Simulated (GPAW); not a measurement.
A computed C K-edge spectrum of one site in a crystal of C, Ni and Zn, with its zero at a photon energy of about 279.7 eV (LDA puts this hole about 3 eV below PBE, itself good to a few eV). Method: GPAW, LDA, excited-electron core hole (neutral cell) in a small cell, dipole transitions, broadening that rises with energy.

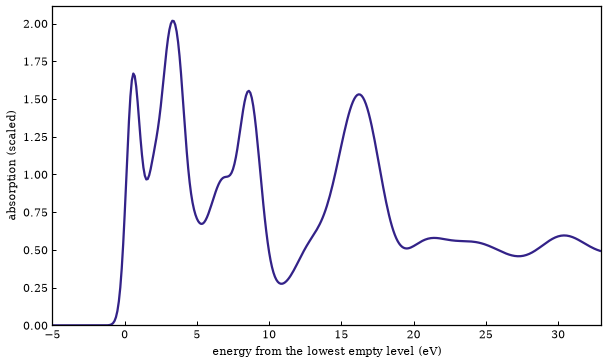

Energy from the lowest empty level; intensity scaled to a mean of 1 over the first 20 eV.

Q: What surroundings does the absorber have?

A K edge sees empty p states; the first features are C p mixed into the empty d states of the Ni neighbours, and the broad ones above probably into the cations' higher empty bands. It is atom 5 of ZnNi3C (Pm-3m), with 6 Ni at 1.88 Å (octahedral, site symmetry m-3m). Its main maxima below 24 eV lie at 0.6 eV (1.67), 3.3 eV (2.02), 8.6 eV (1.55), 16.2 eV (1.53) and 21.4 eV (0.58). A near-edge spectrum doesn't fix the structure by itself; it is matched against candidates. The hole lies in one spin channel, while the script sums the empty states of both and takes the lower zero; where the two channels are split, this blurs and shifts the curve. The starting moments shrank to 0.00 μB or less, so this is hardly a magnetic state. The structure is a computed Materials Project entry and may be a hypothetical form.

[Hosts, paths, dates, database ids (printed as entryN), source tags and the programs' standing remarks are cut or masked in the printed files.]

[Lists of maxima count a maximum above −3 eV only where it reaches 4 % of the highest in the window and stands out from its surroundings by 2 % of it (1.5 % where it reaches 55 %); shoulders and weaker maxima are passed over, and of the rest the first, up to two pre-edge ones and the few strongest are named.]
